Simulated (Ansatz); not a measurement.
## A computed series for Cs2NaInH6: pressure series

The reference is Cs$_{2}$NaInH$_{6}$ (space group Fm-3m, No. 225; a cell from a computed database, its experimental status unchecked).

```
CELL_PARAMETERS angstrom
      0.00000     4.36380     4.36380
      4.36380     0.00000     4.36380
      4.36380     4.36380     0.00000
ATOMIC_POSITIONS crystal
  Cs 0.25000 0.25000 0.25000
  Cs 0.75000 0.75000 0.75000
  Na 0.50000 0.50000 0.50000
  In 0.00000 0.00000 0.00000
  H  0.22537 0.77463 0.77463
  H  0.77463 0.22537 0.22537
  H  0.77463 0.22537 0.77463
  H  0.22537 0.77463 0.22537
  H  0.77463 0.77463 0.22537
  H  0.22537 0.22537 0.77463
```

Cell and atoms are relaxed at each pressure.

All numbers come from PBEsol in Ansatz (plane waves to 420 eV, PAW, spin-orbit coupling left out).

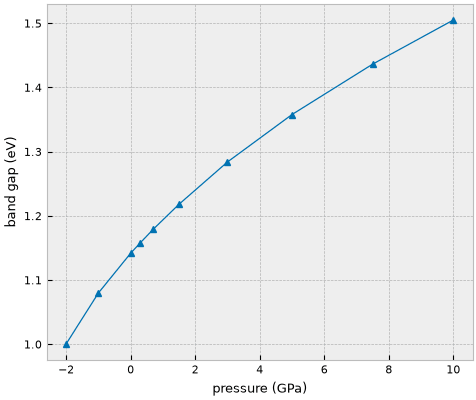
Fig. 1. Band gap against pressure

| pressure (GPa) | band gap |
|---|---|
| -2 | 1.00 eV |
| -1 | 1.08 eV |
| 0.3 | 1.16 eV |
| 0.7 | 1.18 eV |
| 1.5 | 1.22 eV |
| 3 | 1.28 eV |
| 5 | 1.36 eV |
| 7.5 | 1.44 eV |
| 10 | 1.51 eV |

Load acts through the strain it causes; cell and atoms are relaxed under it. Stability against distortions was not tested. Competing high-pressure phases were not computed.

Ansatz is a first-principles code.
